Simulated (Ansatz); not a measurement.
```yaml
atoms:
  - { symbol: B, position_ang: [-0.9584, 0.3849, -1.0658] }
  - { symbol: Ge, position_ang: [-2.4321, -1.5048, -0.5843] }
  - { symbol: P, position_ang: [-0.6408, -0.6148, 0.4376] }
  - { symbol: Zn, position_ang: [1.0305, -0.3035, 1.9989] }
  - { symbol: H, position_ang: [-0.4267, 1.3322, -1.5413] }
  - { symbol: H, position_ang: [2.1277, -0.0994, 3.0241] }
  - { symbol: H, position_ang: [-1.9326, 0.0201, -1.7597] }
```

Geometry: B3LYP/6-31G*.

Level of theory: isolated molecule in a Gaussian basis; Kohn-Sham density functional theory, functional PBE0 in Ansatz.

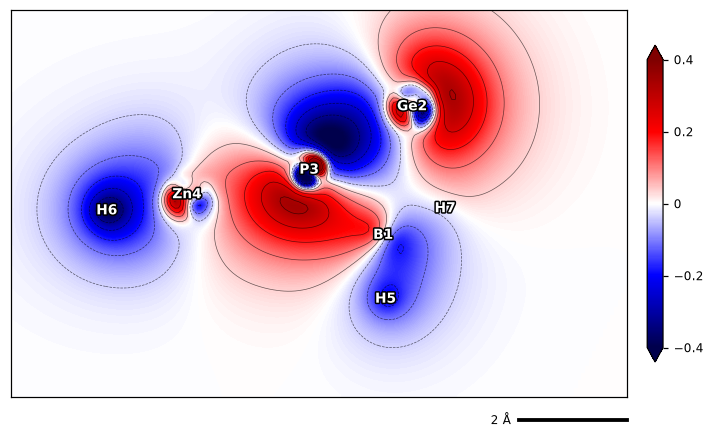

BGeH3PZn (charge +1). The HOMO on the molecular plane (values in Å⁻³ᐟ²; the overall sign is arbitrary).

What is the character of this orbital?

Answer. It lies mainly on Ge2 (about 35 %), P3 (about 35 %), Zn4 (about 10 %), H6 (about 10 %) and B1 (about 5 %); it is symmetric in the molecular plane (an in-plane orbital: σ, lone-pair or in-plane π type). Its energy is −12.62 eV.
